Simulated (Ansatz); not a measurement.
Hf (hcp, Mg type), conventional cell a = 3.159 Å, b = 3.159 Å, c = 5.000 Å, α = 90.00°, β = 90.00°, γ = 120.00°. The calculation uses the primitive cell of 2 atoms, to which meshes and values per cell refer.

Equation-of-state scan: isotropic scaling of the cell above, V₀ being its volume. Symmetry pins the atoms to their sites.

The numbers are results of PBEsol (plane waves to 420 eV, PAW, scalar-relativistic; Ansatz, a quantum-chemistry and plane-wave program), not measurements. k mesh 17×17×9 (Γ-centred), Fermi-Dirac smearing 0.05 eV. Energies are smeared free energies. With the shape held, the modulus is that of even scaling; a crystal free to change shape is softer. Hf is run without spin polarisation. Hf was relaxed with its symmetry unable to fall. Spin-orbit coupling is left out, though Hf is heavy. ΔE is measured from the relaxed starting cell.

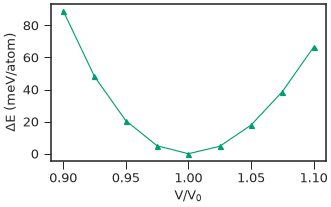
*ΔE (meV/atom) against V/V₀; one marker a computed point.*

What is ΔE at V/V₀ = 1.100?

About 67 meV/atom.

What is ΔE at V/V₀ = 0.900?

About 89 meV/atom.

What bulk modulus at fixed cell shape B₀ follows from a third-order Birch-Murnaghan fit?

About 110 GPa.

(Under strain, the slope of the energy per volume gives the stress and its curvature an elastic modulus.)
